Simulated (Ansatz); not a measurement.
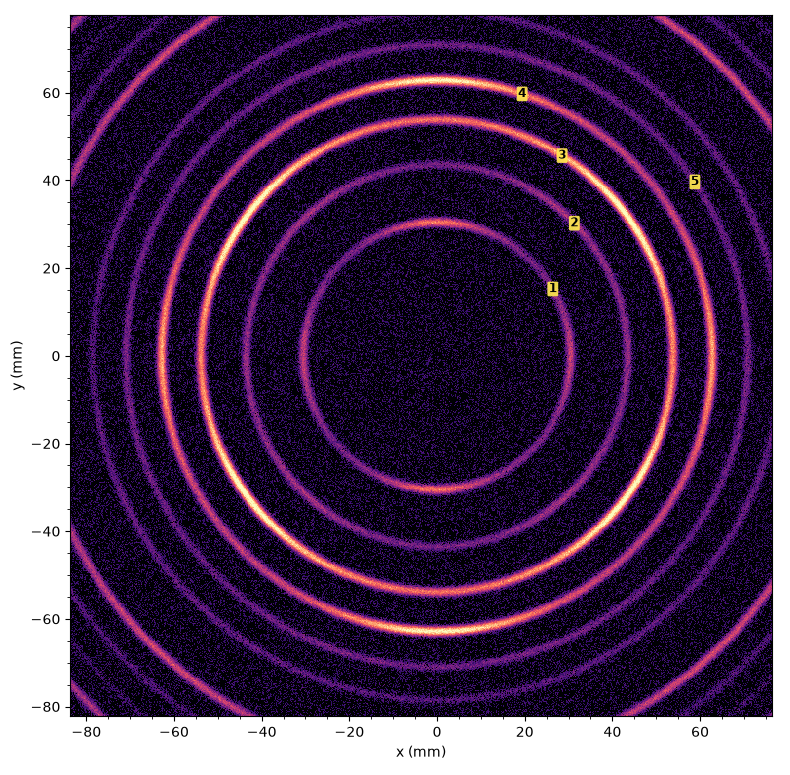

Simulated X-ray powder rings on a flat area detector normal to the beam: λ = 0.5594 Å, sample-to-detector distance 190 mm, axes in mm from the beam centre, for a sample with fibre texture (March–Dollase model, fibre axis vertical in the picture). Kinematic intensities with B = 0.5 Å² for all atoms, without absorption; brightness goes as intensity to the power 0.4, clipped at the top, with counting noise. Reflections closer than the ring width show as one ring.

The sample is Co3O, space group Pm-3m, a = 3.519 Å, b = 3.519 Å, c = 3.519 Å, α = 90.00°, β = 90.00°, γ = 90.00°. Structure used: the end point of a relaxation with DFT PBE, scalar-relativistic, plane waves, PAW (Ansatz 0.2.0); the starting structure was generated, so it need not be a known form of this composition.

### Index rings 1 to 5.

```csv
ring,radius,2θ (°),d (Å),hkl
1,30.5 mm,9.12,3.52,100
2,43.5 mm,12.91,2.49,110
3,53.9 mm,15.83,2.03,111
4,62.8 mm,18.29,1.760,200
5,70.9 mm,20.47,1.574,210
```

### Which lattice planes lie preferentially normal to the fibre axis?

The (1 0 0) planes: ring 1 is concentrated at the top and bottom of the pattern (March parameter 0.45).
